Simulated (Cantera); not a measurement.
Charge: 1 mol AlN, 0.13 mol O2, 29 mol H2, held at 2173 K.

Cantera equilibrium calculation (NASA polynomials, part measured and part estimated; ideal gas, pure solids and liquids). Candidate condensed phases: Al, AlN, Al2O3, H2O; 35 gas species. Mutual solubility and eutectic melting of coexisting phases are not modelled. The tables' values for AlOH are old estimates; treat these amounts as uncertain. Condensed phases not in the tables: aluminium oxynitride. Equilibrium is a limit: real reactors are often held back by kinetics, nucleation or transport.

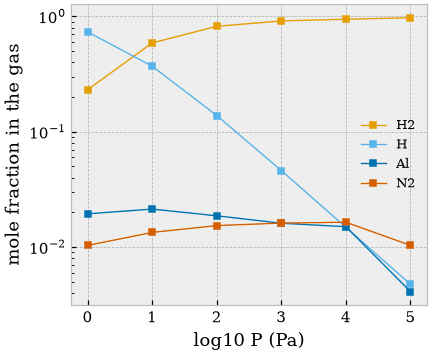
Figure. Equilibrium gas composition (values under 1e-9 drawn at 1e-9)

Q: Read off the mole fractions at 1.00 bar.

A: H2 about 0.97, N2 about 0.010, H about 0.0048, Al about 0.0041.
